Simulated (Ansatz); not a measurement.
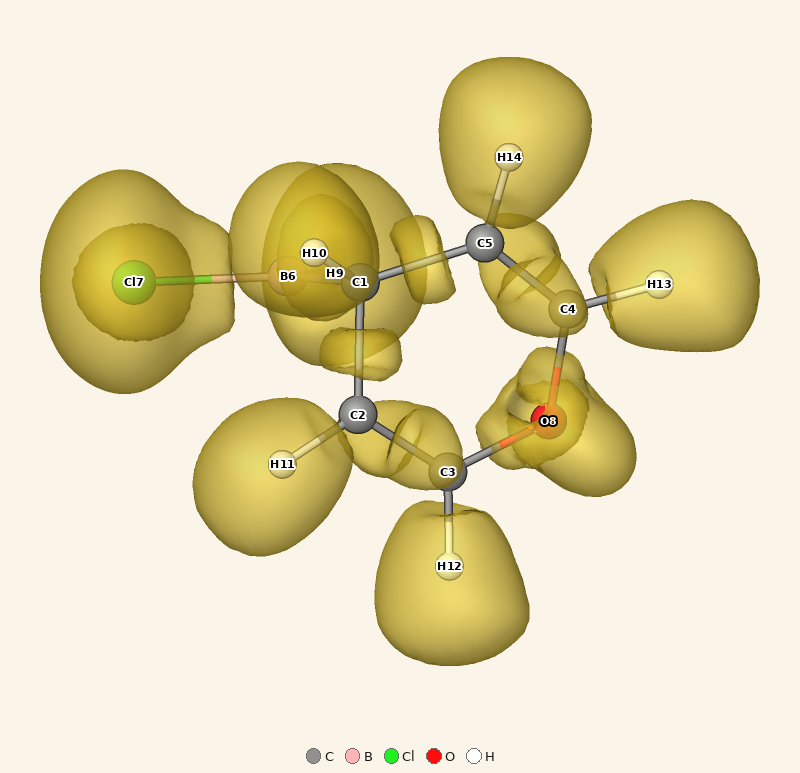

Figure. C5H6BClO (SMILES ClBC1C=COC=C1). Isosurface of the ELF at 0.75 (yellow), seen across its widest extent. Only the valence region is drawn (cores and ρ < 0.01 e/Å³ removed).

Geometry: PBE-D3(BJ)/def2-SVP.

These are results of Ansatz 0.2.0, isolated molecule in a Gaussian basis; Kohn-Sham density functional theory, functional PBE0, not measurements.

```yaml
atoms:
  - { symbol: C, position_ang: [1.0983, -0.0916, -1.1821] }
  - { symbol: C, position_ang: [1.7235, -1.1150, -0.2310] }
  - { symbol: C, position_ang: [2.1994, -2.2948, -0.7038] }
  - { symbol: C, position_ang: [2.1015, -1.5705, -2.9187] }
  - { symbol: C, position_ang: [1.6050, -0.3711, -2.5733] }
  - { symbol: B, position_ang: [-0.3081, -0.6831, -0.8053] }
  - { symbol: Cl, position_ang: [-1.1955, -0.0666, 0.6040] }
  - { symbol: O, position_ang: [2.2721, -2.6224, -2.0227] }
  - { symbol: H, position_ang: [-0.7865, -1.6171, -1.4127] }
  - { symbol: H, position_ang: [1.2759, 0.9477, -0.8425] }
  - { symbol: H, position_ang: [1.7644, -0.9176, 0.8488] }
  - { symbol: H, position_ang: [2.6157, -3.0879, -0.0649] }
  - { symbol: H, position_ang: [2.4533, -1.8499, -3.9209] }
  - { symbol: H, position_ang: [1.5499, 0.4143, -3.3411] }
```

> What do the ELF domains correspond to?

The ELF exceeds this value in one region between bonded B–C atoms (shared pairs), four regions between bonded C–C atoms (shared pairs), six regions around hydrogen nuclei, one region on Cl in which the atom's valence shell and bonds are merged and one region on O in which the atom's valence shell and bonds are merged. Along the contacts the grid gives the following. C–C (1.34 Å): the ELF peaks at about 0.90 between the atoms; a short, multiple covalent bond. C–O (1.36 Å): the ELF peaks at about 0.90 between the atoms; a shared but strongly polarised pair.
